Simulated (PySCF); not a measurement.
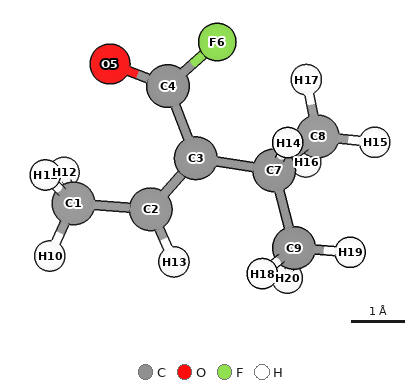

*The input geometry (ball-and-stick view, seen on its broad side; atoms are numbered from 1 in the order of the input).*

Bond lengths as drawn: C–C 1.35 to 1.53 Å, C–F 1.35 Å, C–H 1.09 to 1.10 Å and C–O 1.19 Å.

# C₇H₁₁FO: NMR shielding calculation

C₇H₁₁FO, computed with GIAO PBE0/pcSseg-1 NMR shielding, non-relativistic, gas phase (PySCF 2.14.0).

The geometry comes from this level: PBE0-D3(BJ)/def2-SVP. It belongs to a series of runs on one base structure; here: CH3 replaced by iPr. Figures and captions count atoms from 1; the log counts them from 0 in places.

## Log
```
coarse grid: 16600 points
cycle   1  E = -447.6445349146  dE =  1.124e+00  |g| = 9.231e-01  |ddm| = 3.945e+00
cycle   2  E = -447.2509774614  dE =  3.936e-01  |g| = 1.733e+00  |ddm| = 1.838e+00
cycle   3  E = -447.7955827270  dE = -5.446e-01  |g| = 2.800e-01  |ddm| = 1.371e+00
cycle   4  E = -447.8100890799  dE = -1.451e-02  |g| = 7.340e-02  |ddm| = 2.668e-01
cycle   5  E = -447.8108065945  dE = -7.175e-04  |g| = 2.452e-02  |ddm| = 5.667e-02
cycle   6  E = -447.8109321763  dE = -1.256e-04  |g| = 5.211e-03  |ddm| = 2.414e-02
cycle   7  E = -447.8109371595  dE = -4.983e-06  |g| = 1.558e-03  |ddm| = 5.744e-03
final grid: 160360 points
cycle   8  E = -447.8828884572  dE = -4.657e-05  |g| = 1.346e-02  |ddm| = 4.175e-02
cycle   9  E = -447.8828175546  dE =  7.090e-05  |g| = 2.351e-02  |ddm| = 2.818e-02
cycle  10  E = -447.8829255906  dE = -1.080e-04  |g| = 3.394e-03  |ddm| = 1.862e-02
cycle  11  E = -447.8829279067  dE = -2.316e-06  |g| = 3.622e-04  |ddm| = 2.523e-03
cycle  12  E = -447.8829279238  dE = -1.714e-08  |g| = 2.051e-04  |ddm| = 5.700e-04
cycle  13  E = -447.8829279315  dE = -7.706e-09  |g| = 5.242e-05  |ddm| = 2.046e-04
cycle  14  E = -447.8829279321  dE = -5.913e-10  |g| = 1.977e-05  |ddm| = 5.897e-05
```

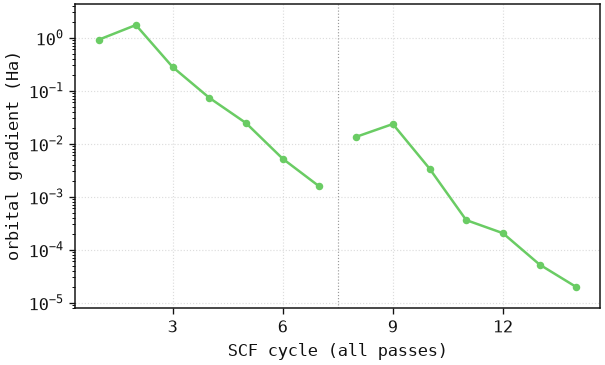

*Convergence of the self-consistent field: orbital gradient against the SCF cycle. The dotted line marks the change from a coarse to the final integration grid.*

The first 7 cycles use a coarse grid, the final grid takes over at cycle 8, and the field converges after 14 cycles in all.

```
converged SCF energy = -447.8829279321

GIAO shielding tensors (ppm)
atom      isotropic    diamagn.    paramagn.     s11        s22        s33       span
  0 C      164.364     245.439     -81.075    147.525    168.218    177.349     29.825
  1 C       26.423     256.383    -229.960    -92.723      8.361    163.630    256.354
  2 C       43.040     266.446    -223.406    -61.080     56.063    134.137    195.217
  3 C       21.506     248.963    -227.457    -88.312     48.114    104.716    193.028
  4 O     -112.913     402.965    -515.879   -355.871   -238.947    256.078    611.949
  5 F      145.279     478.934    -333.655    -72.628    225.916    282.550    355.179
  6 C      152.437     244.323     -91.886    145.053    152.523    159.736     14.683
  7 C      159.108     247.830     -88.722    144.986    148.513    183.825     38.839
  8 C      162.994     248.695     -85.701    148.392    158.072    182.518     34.126
  9 H       29.340      27.437       1.903     24.690     28.111     35.219     10.529
 10 H       28.505      28.854      -0.349     24.113     28.239     33.164      9.051
 11 H       28.939      28.525       0.414     24.828     27.264     34.724      9.897
 12 H       24.571      35.400     -10.830     20.437     21.535     31.740     11.303
 13 H       28.722      32.459      -3.737     24.236     28.261     33.671      9.434
 14 H       30.145      29.552       0.593     25.977     27.540     36.917     10.940
 15 H       30.825      30.967      -0.142     27.619     29.053     35.804      8.185
 16 H       29.715      30.365      -0.650     24.645     29.412     35.087     10.442
 17 H       30.284      31.160      -0.875     26.181     27.788     36.884     10.703
 18 H       30.057      29.451       0.606     25.610     27.982     36.580     10.970
 19 H       30.299      31.768      -1.469     27.072     28.609     35.216      8.143
```

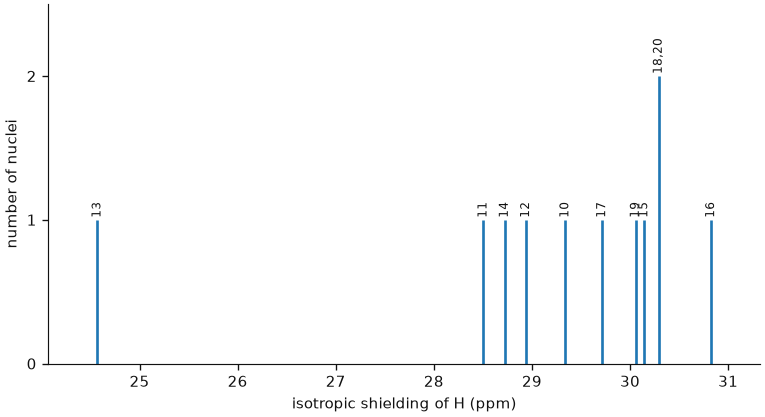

*Isotropic shieldings of the hydrogen nuclei in this fixed geometry, labelled by atom number; shielding grows to the right, so chemical shift grows to the left.*

The least shielded is H13 (24.6 ppm), the most shielded H16 (30.8 ppm).

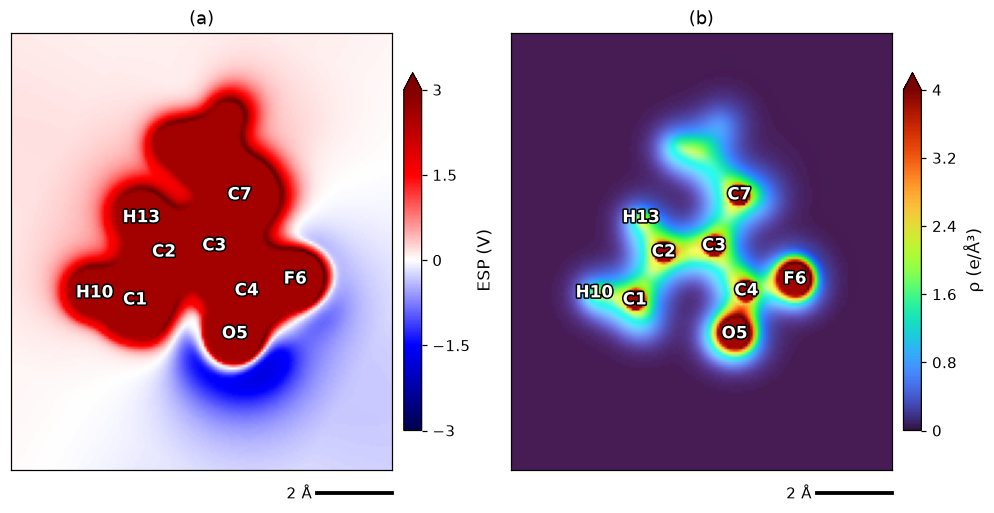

*(a) molecular electrostatic potential; (b) total electron density on the plane of atoms C4, C3 and C7.*

Atoms in the plane: C, O, F and H. C–C (1.35 Å): ρ is about 2.2 e/Å³ halfway. C–H (1.09 Å): ρ is about 2 e/Å³ halfway.

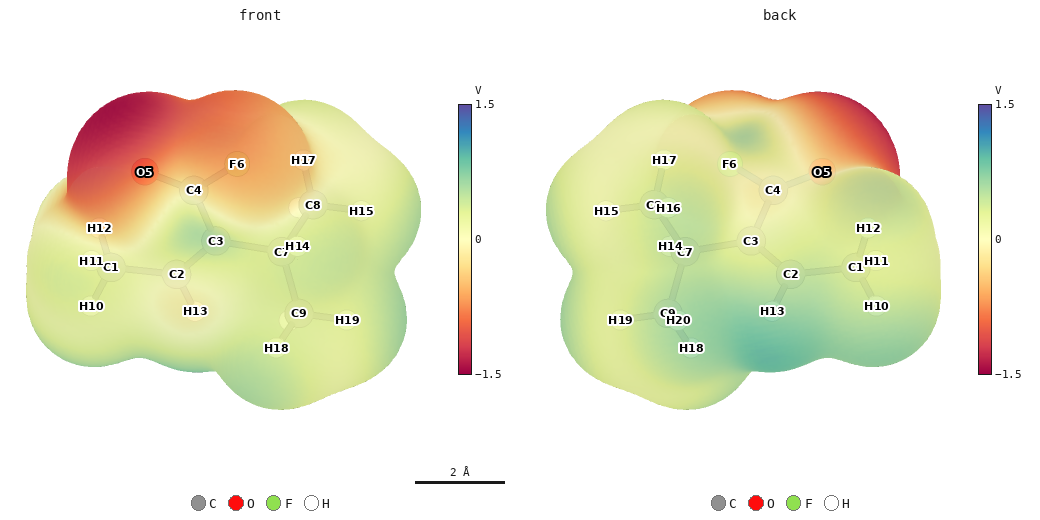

*The molecular electrostatic potential painted on the density surface at 0.001 e/bohr³, seen at a tilt and from behind; red is negative and blue positive.*

Its dipole moment is 3.27 D.

The run was set up as follows.

## The input
```
{"job": {"kind": "nmr", "xc": "PBE0", "basis": "pcSseg-1"}, "charge": 0, "multiplicity": 1}
C      2.636953     0.295275    -0.799032
C      1.154269     0.142018    -0.758477
C      0.320587     0.327384     0.287506
C      0.894220     0.736742     1.585950
O      2.037452     0.865215     1.887327
F     -0.060000     0.990852     2.506485
C     -1.178929     0.111981     0.213041
C     -1.573803    -1.172008     0.949418
C     -1.730669     0.113251    -1.205598
H      3.005764     0.253619    -1.832502
H      2.966473     1.232409    -0.328256
H      3.129719    -0.506471    -0.224293
H      0.681901    -0.162395    -1.697924
H     -1.641324     0.955097     0.753307
H     -2.667352    -1.299461     0.950713
H     -1.128470    -2.050959     0.456525
H     -1.237184    -1.158634     1.995733
H     -1.433548     1.016043    -1.760577
H     -2.829887     0.078255    -1.180165
H     -1.394461    -0.766710    -1.777597
```

The first line tells a small driver script what to run in PySCF; the rest is the geometry in Å.

Run as:
```bash
OMP_NUM_THREADS=1 python <driver script> task.json out
```

## Summary

```tsv
quantity	value
outcome	converged
total energy	−447.882928 hartree
HOMO	−7.76 eV
LUMO	−1.60 eV
dipole moment	3.27 D
isotropic shielding, C	21.5 to 164.4 ppm
isotropic shielding, O	−112.9 ppm
isotropic shielding, F	145.3 ppm
isotropic shielding, H	24.6 to 30.8 ppm
hardware	1 CPU thread, shared host
wall time	31 s
peak memory	0.99 GiB
```
